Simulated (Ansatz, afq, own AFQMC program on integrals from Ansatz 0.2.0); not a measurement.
# NO (quartet): quantum Monte Carlo beside coupled cluster at distance N1–O2 = 1.681 Å, 6-31G, part 2 of 2

Ansatz 0.2.0, Gaussian basis, and an in-house AFQMC program (afq) on its integrals; all values are calculated; 6-31G, frozen cores. The steps go on from the part before.

### 16 Phaseless AFQMC, CISD trial on UHF (settings varied)

It reads the integrals that the CCSD(T) run on this determinant wrote.

Started as:

```console
afq ham --method phaseless --trial cisd --walkers 40 --populations 1 --least-time 40 --time-step 0.01 --steps-per-block 50 --equilibration-blocks 20 --max-blocks 80 --target-error 0.0008 --factor-cut 0.001 --start spin_pure --seed 8720 --taylor-order 6
```

What it wrote:

```text
orbitals 16  electrons 7 4  factors 65 of 208
reference energy -129.08893926 Eh
CCSD correlation -0.17820789 Eh in 19 cycles, weight of the determinant in the CISD state 0.7743
energy of the start -129.257692 Eh
 block  time / (1/Eh)  mean weight  energy / Eh
     1     0.500  0.9963  -129.263038
     2     1.000  1.0015  -129.278725
     3     1.500  1.0060  -129.280725
     4     2.000  1.0009  -129.276649
     5     2.500  0.9981  -129.273930
     6     3.000  0.9914  -129.277903
     7     3.500  1.0044  -129.274568
     8     4.000  0.9971  -129.279397
     9     4.500  0.9965  -129.286851
    10     5.000  1.0024  -129.278403
    11     5.500  0.9977  -129.278382
    13     6.500  0.9978  -129.289573
    15     7.500  1.0004  -129.274092
    17     8.500  0.9978  -129.281962
    19     9.500  1.0052  -129.283285
    21    10.500  1.0039  -129.274582
    23    11.500  1.0011  -129.274382
    25    12.500  1.0058  -129.268194
    27    13.500  1.0034  -129.271196
    29    14.500  1.0032  -129.286328
    31    15.500  0.9787  -129.275678
    33    16.500  0.9993  -129.278938
    35    17.500  1.0008  -129.271860
    37    18.500  0.9944  -129.274803
    39    19.500  1.0044  -129.282254
    41    20.500  0.9988  -129.276894
    43    21.500  0.9963  -129.266892
    45    22.500  1.0019  -129.271378
    47    23.500  1.0010  -129.276305
    49    24.500  0.9969  -129.276180
    51    25.500  0.9989  -129.272258
    53    26.500  1.0017  -129.278211
    55    27.500  0.9995  -129.271706
    57    28.500  1.0057  -129.273011
    59    29.500  1.0005  -129.278296
    61    30.500  1.0008  -129.262153
    63    31.500  1.0019  -129.265744
    65    32.500  1.0051  -129.264860
    67    33.500  1.0011  -129.270043
    69    34.500  1.0040  -129.276259
    71    35.500  1.0037  -129.282217
    73    36.500  1.0053  -129.277873
    75    37.500  1.0016  -129.270419
    77    38.500  1.0036  -129.267539
    79    39.500  1.0045  -129.295680
    81    40.500  1.0004  -129.272722
    83    41.500  1.0002  -129.296672
    85    42.500  0.9953  -129.267272
    87    43.500  0.9986  -129.272081
    89    44.500  0.9976  -129.262273
    91    45.500  1.0031  -129.259910
    93    46.500  1.0051  -129.267178
    95    47.500  1.0022  -129.282625
    97    48.500  0.9978  -129.267684
    99    49.500  1.0008  -129.272615
blocks merged  error / Eh  count
     1  0.000797  80
     2  0.000925  40
     4  0.000979  20
     8  0.001042  10
energy -129.274492 +/- 0.000979 Eh
```

Run time: 20 s. Hardware: 1 × NVIDIA H100 80GB HBM3 with 2 threads of AMD EPYC 7R13 (Zen 3), shared host.

Energy -3517.7381 ± 0.0266 eV. Caveats: constraint bias not in the error.

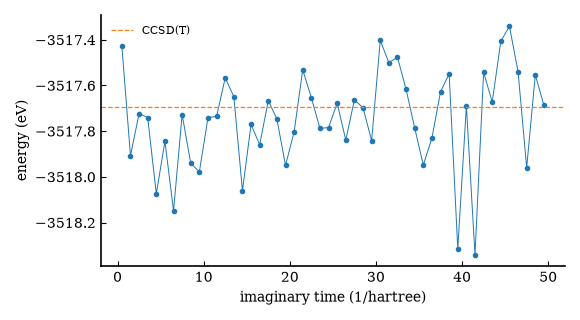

Block energies along the walk.

### 17 CCSD(T) on ROHF

The input, in.yaml:

```yaml
crystal:
  periodic: [false, false, false]
  atoms:
    - {symbol: N, position_ang: [0.000000, 0.000000, 0.000000]}
    - {symbol: O, position_ang: [0.000000, 0.000000, 1.681000]}
basis:
  gaussian: {orbitals: 6-31G}
magnetization: {spin_polarized: false, initial_magnetization: 3}
correlation: {method: ccsd_t, electrons: outside_noble_gas, hamiltonian_folder: ham}
```

Started as:

```console
ansatz run in.yaml --threads 1 --pin off --events-out ev --progress --plain --max-ram 24576MiB --backend cuda --devices 0, --max-vram 18GiB
```

What it wrote (excerpt; [...] marks lines left out):

```text
Functional definition: HF
  name "HF"
  cite "Fock, Z. Phys. 61, 126 (1930) doi:10.1007/BF01340294"
  parent pbe
[...]
208 factors; integrals over basis functions are off by at most 9.7e-5 eV
[...]
mean field -3512.50914921 eV, -129.0823303694 hartree, gradient 2.1e-6 eV, S^2 3.750000; 13 other end points of the search recorded, 0 dependent functions left out
[...]
reference -3512.50914921 eV, -129.0823303694 hartree; 7, 4 occupied and 9, 12 virtual orbitals, 208 factors
second order -4.25107864 eV of doubles, -0.07579106 eV of singles
cycle   1  -5.02157215 eV  change   -6.3e-4 eV  update   3.8e-3
[...]
cycle  11  -5.03224925 eV  change    5.6e-6 eV  update   4.9e-6
perturbative correction -0.16031912 eV, -0.0058916192 hartree
Total energy: -3517.70171759 eV, -129.2731537375 hartree
```

It took 10 s on 1 × NVIDIA H100 80GB HBM3 with 1 thread of AMD EPYC 7R13 (Zen 3), shared host.

From the report: correlation -5.1926 eV; T1 0.038; largest double amplitude 0.19.

This run also writes the integrals to the folder ham.

### 18 Full CI

The input, in.yaml:

```yaml
hamiltonian:
  integrals:
    folder: ../ham
correlation: {method: fci}
```

Launched as before.

What it wrote:

```text
Functional definition: HF
  name "HF"
  cite "Fock, Z. Phys. 61, 126 (1930) doi:10.1007/BF01340294"
  parent pbe
  exchange = exact_x
  correlation = 0
reference -3512.50914921 eV, -129.0823303694 hartree; 7, 4 occupied and 9, 12 virtual orbitals, 208 factors
state -3517.77680812 eV, -129.2759132637 hartree
Total energy: -3517.77680812 eV, -129.2759132637 hartree
```

Wall time 6 s (1 × NVIDIA H100 80GB HBM3 with 1 thread of AMD EPYC 7R13 (Zen 3), shared host).

From the report: 5,205,200 determinants.

### 19 CCSDT(Q) on ROHF

The input, in.yaml:

```yaml
crystal:
  periodic: [false, false, false]
  atoms:
    - {symbol: N, position_ang: [0.000000, 0.000000, 0.000000]}
    - {symbol: O, position_ang: [0.000000, 0.000000, 1.681000]}
basis:
  gaussian: {orbitals: 6-31G}
magnetization: {spin_polarized: false, initial_magnetization: 3}
correlation: {method: ccsdt_q, electrons: outside_noble_gas}
```

Same command.

What it wrote (excerpt; [...] marks lines left out):

```text
Functional definition: HF
  name "HF"
  cite "Fock, Z. Phys. 61, 126 (1930) doi:10.1007/BF01340294"
  parent pbe
[...]
338 factors; integrals over basis functions are off by at most 2.5e-8 eV
[...]
mean field -3512.50934907 eV, -129.0823377139 hartree, gradient 2.1e-6 eV, S^2 3.750000; 13 other end points of the search recorded, 0 dependent functions left out
[...]
reference -3512.50934907 eV, -129.0823377139 hartree; 7, 4 occupied and 9, 12 virtual orbitals, 338 factors
second order -4.25113781 eV of doubles, -0.07579192 eV of singles
cycle   1  -4.55890881 eV  change   -2.3e-1 eV  update   9.5e-2
[...]
cycle  26  -5.24504176 eV  change   -3.1e-7 eV  update   2.4e-7
perturbative correction -0.02313667 eV, -0.0008502570 hartree
Total energy: -3517.77752750 eV, -129.2759397003 hartree
```

Wall time 8 s (1 × NVIDIA H100 80GB HBM3 with 1 thread of AMD EPYC 7R13 (Zen 3), shared host).

From the report: correlation -5.2682 eV; T1 0.039; largest double amplitude 0.20.

### 20 CCSDTQ on ROHF

in.yaml, as its differences from that of step 19:

```diff
@@ -8,2 +8,2 @@
 magnetization: {spin_polarized: false, initial_magnetization: 3}
-correlation: {method: ccsdt_q, electrons: outside_noble_gas}
+correlation: {method: ccsdtq, electrons: outside_noble_gas}
```

Launched as before.

What it wrote (excerpt; [...] marks lines left out):

```text
Functional definition: HF
  name "HF"
  cite "Fock, Z. Phys. 61, 126 (1930) doi:10.1007/BF01340294"
  parent pbe
[...]
338 factors; integrals over basis functions are off by at most 2.5e-8 eV
[...]
mean field -3512.50934907 eV, -129.0823377139 hartree, gradient 2.1e-6 eV, S^2 3.750000; 13 other end points of the search recorded, 0 dependent functions left out
[...]
2 core orbitals not correlated: weight in the atoms' cores, before any rotation towards them, 1.000 or more for the frozen orbitals, at most 0.000 for the correlated occupied ones
reference -3512.50934907 eV, -129.0823377139 hartree; 7, 4 occupied and 9, 12 virtual orbitals, 338 factors
second order -4.25113781 eV of doubles, -0.07579192 eV of singles
cycle   1  -4.55890881 eV  change   -2.3e-1 eV  update   9.5e-2
[...]
cycle  26  -5.26640152 eV  change   -8.8e-7 eV  update   9.4e-7
Total energy: -3517.77575059 eV, -129.2758744001 hartree
```

Run time: 37 s. Hardware: 1 × NVIDIA H100 80GB HBM3 with 1 thread of AMD EPYC 7R13 (Zen 3), shared host.

From the report: correlation -5.2664 eV; T1 0.038; largest double amplitude 0.20.

### 21 Phaseless AFQMC, CISD trial on ROHF

It reads the integrals that the CCSD(T) run on this determinant wrote.

Started as:

```console
afq ham --method phaseless --trial cisd --walkers 4000 --populations 20 --least-time 60 --time-step 0.005 --steps-per-block 50 --equilibration-blocks 28 --max-blocks 4000 --target-error 0.0002 --factor-cut 1e-05 --start spin_pure --seed 7303 --release-times 0.24,0.51,0.99,1.62,2.4 --release-step 0.03 --release-every 3 --taylor-order 6
```

What it wrote:

```text
orbitals 16  electrons 7 4  factors 87 of 208
reference energy -129.08233037 Eh
CCSD correlation -0.18493157 Eh in 16 cycles, weight of the determinant in the CISD state 0.8680
energy of the start -129.267269 Eh
 block  time / (1/Eh)  mean weight  energy / Eh
     1     0.250  1.0001  -129.266199
     2     0.500  1.0000  -129.268131
     3     0.750  0.9999  -129.270215
     4     1.000  0.9999  -129.270941
     5     1.250  1.0000  -129.271744
     6     1.500  1.0003  -129.272235
     7     1.750  1.0000  -129.272917
     8     2.000  0.9998  -129.272138
     9     2.250  0.9998  -129.273529
    10     2.500  0.9999  -129.273416
    11     2.750  1.0002  -129.274229
    12     3.000  1.0000  -129.275414
    13     3.250  0.9999  -129.274272
    14     3.500  1.0001  -129.273272
    15     3.750  1.0001  -129.273881
    16     4.000  1.0002  -129.274538
    17     4.250  1.0000  -129.274448
    18     4.500  0.9997  -129.274745
    19     4.750  0.9998  -129.273805
    20     5.000  0.9999  -129.273871
    21     5.250  0.9999  -129.274228
    22     5.500  0.9998  -129.274981
    23     5.750  1.0002  -129.274309
    24     6.000  1.0001  -129.274977
    25     6.250  0.9998  -129.274321
    26     6.500  0.9999  -129.273627
    27     6.750  1.0001  -129.274550
    28     7.000  0.9998  -129.273382
    29     7.250  1.0000  -129.273016
    30     7.500  0.9997  -129.274326
    31     7.750  1.0002  -129.274314
    32     8.000  1.0000  -129.274064
    33     8.250  1.0000  -129.273197
    34     8.500  1.0002  -129.274223
    35     8.750  0.9998  -129.273626
    36     9.000  1.0001  -129.273259
    37     9.250  0.9999  -129.274012
    38     9.500  1.0005  -129.273323
    39     9.750  0.9998  -129.273123
    40    10.000  1.0003  -129.273543
    41    10.250  0.9998  -129.273625
    42    10.500  1.0000  -129.273995
    43    10.750  1.0000  -129.275211
    44    11.000  0.9997  -129.274351
    45    11.250  1.0000  -129.274671
    46    11.500  1.0000  -129.274049
    47    11.750  1.0001  -129.274729
    48    12.000  0.9999  -129.278090
    49    12.250  0.9995  -129.273683
    50    12.500  0.9999  -129.274317
    51    12.750  1.0000  -129.274294
    52    13.000  1.0002  -129.273678
    53    13.250  0.9997  -129.273857
    54    13.500  1.0002  -129.273881
    55    13.750  1.0000  -129.273072
    56    14.000  0.9998  -129.276687
    57    14.250  0.9998  -129.273720
    58    14.500  0.9999  -129.273300
    59    14.750  0.9997  -129.273134
    60    15.000  0.9994  -129.273979
    61    15.250  1.0004  -129.273539
    62    15.500  1.0000  -129.273668
    63    15.750  1.0002  -129.273520
    64    16.000  0.9999  -129.272966
    65    16.250  0.9997  -129.274402
    66    16.500  0.9996  -129.275520
    67    16.750  0.9999  -129.275209
    68    17.000  1.0002  -129.274953
    69    17.250  1.0002  -129.272209
    70    17.500  1.0000  -129.273273
    71    17.750  1.0004  -129.274332
    72    18.000  1.0004  -129.274568
    73    18.250  0.9997  -129.274168
    74    18.500  1.0000  -129.273847
    75    18.750  1.0001  -129.273213
    76    19.000  1.0000  -129.273911
    77    19.250  0.9996  -129.273080
    78    19.500  1.0002  -129.273611
error from the spread of 20 populations
released: time / (1/Eh)  energy / Eh  error  mean overlap
  0.24  -129.274308  0.000187  1.0009
  0.51  -129.274902  0.000190  0.9945
  0.99  -129.275325  0.000176  0.9980
  1.62  -129.275753  0.000197  0.9967
  2.40  -129.275348  0.000176  1.0023
energy -129.274007 +/- 0.000148 Eh
```

Wall time 20 s (1 × NVIDIA H100 80GB HBM3 with 2 threads of AMD EPYC 7R13 (Zen 3), shared host).

Energy -3517.7249 ± 0.0040 eV. Caveats: constraint bias not in the error.

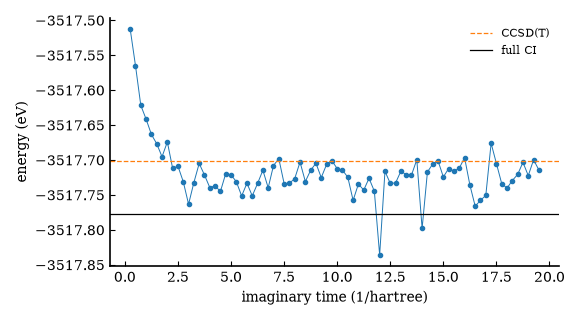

Block energies along the walk.

### 22 Free-projection AFQMC, CISD trial on ROHF (settings varied)

It reads the integrals that the CCSD(T) run on this determinant wrote.

Started as:

```console
afq ham --method free --trial cisd --walkers 100 --time-step 0.08 --max-blocks 30 --target-error 0.0008 --factor-cut 1e-05 --seed 1027 --times 0.0,0.48,0.96,2.0,3.04,4.0 --taylor-order 6
```

What it wrote:

```text
orbitals 16  electrons 7 4  factors 87 of 208
reference energy -129.08233037 Eh
CCSD correlation -0.18493157 Eh in 16 cycles, weight of the determinant in the CISD state 0.8680
repeat  energy at the last time / Eh  error
    10  -129.275834  0.002006
    20  -129.276320  0.001248
    30  -129.275557  0.000924
time / (1/Eh)  energy / Eh  error  mean overlap
  0.00  -129.267022  0.000273  1.1491
  0.48  -129.271590  0.000272  1.1606
  0.96  -129.273350  0.000455  1.1775
  2.00  -129.274633  0.000590  1.1863
  3.04  -129.275225  0.000814  1.1558
  4.00  -129.275557  0.000924  1.2012
energy -129.275557 +/- 0.000924 Eh
```

It took 2.6 s on 1 × NVIDIA H100 80GB HBM3 with 2 threads of AMD EPYC 7R13 (Zen 3), shared host.

Energy -3517.7671 ± 0.0251 eV. Caveats: remainder of the start not in the error.

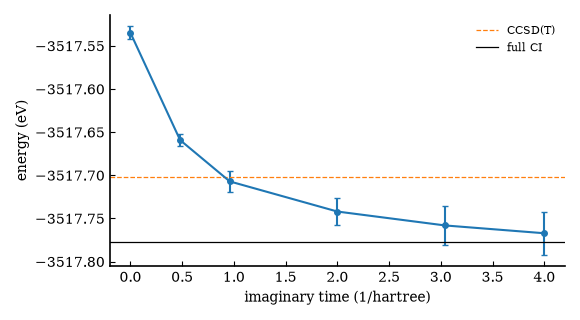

Energy against projection time, with error bars.

### 23 Phaseless AFQMC, CISD trial on ROHF (settings varied)

It reads the integrals that the CCSD(T) run on this determinant wrote.

Started as:

```console
afq ham --method phaseless --trial cisd --walkers 40 --populations 1 --least-time 40 --time-step 0.01 --steps-per-block 50 --equilibration-blocks 20 --max-blocks 80 --target-error 0.0008 --factor-cut 0.001 --start spin_pure --seed 8720 --taylor-order 6
```

What it wrote:

```text
orbitals 16  electrons 7 4  factors 65 of 208
reference energy -129.08233037 Eh
CCSD correlation -0.18496028 Eh in 16 cycles, weight of the determinant in the CISD state 0.8679
energy of the start -129.267301 Eh
 block  time / (1/Eh)  mean weight  energy / Eh
     1     0.500  0.9973  -129.265998
     2     1.000  1.0013  -129.276512
     3     1.500  1.0058  -129.275308
     4     2.000  1.0000  -129.274180
     5     2.500  0.9978  -129.273863
     6     3.000  0.9925  -129.280324
     7     3.500  1.0042  -129.273706
     8     4.000  0.9976  -129.272605
     9     4.500  0.9967  -129.279802
    10     5.000  1.0034  -129.271148
    11     5.500  0.9991  -129.269564
    13     6.500  0.9989  -129.278121
    15     7.500  1.0024  -129.270984
    17     8.500  0.9993  -129.273790
    19     9.500  0.9986  -129.274034
    21    10.500  1.0001  -129.283111
    23    11.500  0.9992  -129.269021
    25    12.500  1.0048  -129.266973
    27    13.500  1.0014  -129.266677
    29    14.500  1.0011  -129.288878
    31    15.500  1.0005  -129.281181
    33    16.500  1.0005  -129.278509
    35    17.500  1.0009  -129.269129
    37    18.500  0.9916  -129.271203
    39    19.500  1.0055  -129.292524
    41    20.500  0.9992  -129.268573
    43    21.500  0.9980  -129.268242
    45    22.500  1.0024  -129.268979
    47    23.500  1.0035  -129.270773
    49    24.500  0.9977  -129.286436
    51    25.500  1.0027  -129.289149
    53    26.500  1.0029  -129.302306
    55    27.500  0.9912  -129.268195
    57    28.500  1.0084  -129.262766
    59    29.500  0.9994  -129.287745
    61    30.500  1.0017  -129.266665
    63    31.500  1.0017  -129.267405
    65    32.500  1.0030  -129.262431
    67    33.500  1.0008  -129.266405
    69    34.500  1.0050  -129.276862
    71    35.500  1.0015  -129.272629
    73    36.500  1.0054  -129.274551
    75    37.500  0.9985  -129.270556
    77    38.500  1.0042  -129.264566
    79    39.500  1.0022  -129.285364
    81    40.500  1.0007  -129.278594
    83    41.500  0.9994  -129.290405
    85    42.500  0.9976  -129.271766
    87    43.500  1.0012  -129.276956
    89    44.500  0.9990  -129.270137
    91    45.500  1.0115  -129.268835
    93    46.500  1.0037  -129.290536
    95    47.500  0.9995  -129.274840
    97    48.500  0.9979  -129.273754
    99    49.500  1.0024  -129.281393
blocks merged  error / Eh  count
     1  0.000935  80
     2  0.001034  40
     4  0.001127  20
     8  0.001042  10
energy -129.275028 +/- 0.001127 Eh
```

It took 18 s on 1 × NVIDIA H100 80GB HBM3 with 2 threads of AMD EPYC 7R13 (Zen 3), shared host.

Energy -3517.7527 ± 0.0307 eV. Caveats: constraint bias not in the error.

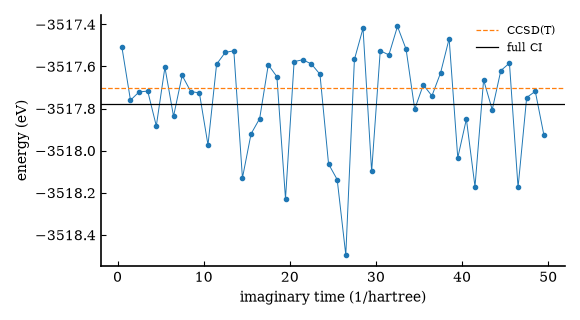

Block energies along the walk.

### 24 All levels side by side

The full CI on restricted orbitals is not used as the yardstick for these unrestricted rows.

On the UHF determinant, counted from CCSD(T) (a yardstick, not exact):

```tsv
level	energy (eV)	from CCSD(T) (kJ/mol)	statistical error (kJ/mol)	time
HF	-3512.6890	+482.9		
MP2	-3516.2440	+139.9		
CCSD	-3517.5374	+15.1		
CCSD(T)	-3517.6941	0.0		
Phaseless AFQMC, CISD trial, step 0.005, 4000 walkers	-3517.7362	-4.1	0.5	24 s
Free-projection AFQMC, CISD trial, step 0.08, 100 walkers	-3517.7372	-4.2	2.3	2.8 s
Phaseless AFQMC, CISD trial, step 0.01, 40 walkers	-3517.7381	-4.2	2.6	20 s
```

On the ROHF determinant, counted from full CI (exact for this spin and basis):

```tsv
level	energy (eV)	from full CI (kJ/mol)	statistical error (kJ/mol)	time
HF	-3512.5091	+508.3		
MP2	-3516.8360	+90.8		
CCSD	-3517.5414	+22.7		
CCSD(T)	-3517.7017	+7.3		
CCSDT(Q)	-3517.7775	-0.1		
CCSDTQ	-3517.7758	+0.1		
full CI	-3517.7769	0.0		
Phaseless AFQMC, CISD trial, step 0.005, 4000 walkers	-3517.7249	+5.0	0.4	20 s
Free-projection AFQMC, CISD trial, step 0.08, 100 walkers	-3517.7671	+0.9	2.4	2.6 s
Phaseless AFQMC, CISD trial, step 0.01, 40 walkers	-3517.7527	+2.3	3.0	18 s
```

The functionals' totals stand on their own zeros and serve differences with other points: PBE -3525.226 eV; r2SCAN -3527.297 eV; PBE0 -3525.016 eV; B3LYP -3528.904 eV; wB97M-V -3527.733 eV; B2PLYP -3525.048 eV.

### 25 Outcome

What follows sums up all 2 parts.

| quantity | value |
| --- | --- |
| Phaseless AFQMC, CISD trial on UHF from CCSD(T) | -4.1 ± 0.5 kJ/mol |
| CCSD(T) on ROHF from full CI | +7.3 kJ/mol |
| Phaseless AFQMC, CISD trial on ROHF from full CI | +5.0 ± 0.4 kJ/mol |

On UHF the phaseless walk with the CISD trial lies -4.1 kJ/mol from CCSD(T), 9 times its error bar. On ROHF the phaseless walk with the CISD trial lies +5.0 kJ/mol from full CI, 13 times its error bar: mostly the bias of the constraint. Error bars are statistical and leave out the constraint, the time step and what remains of the start.
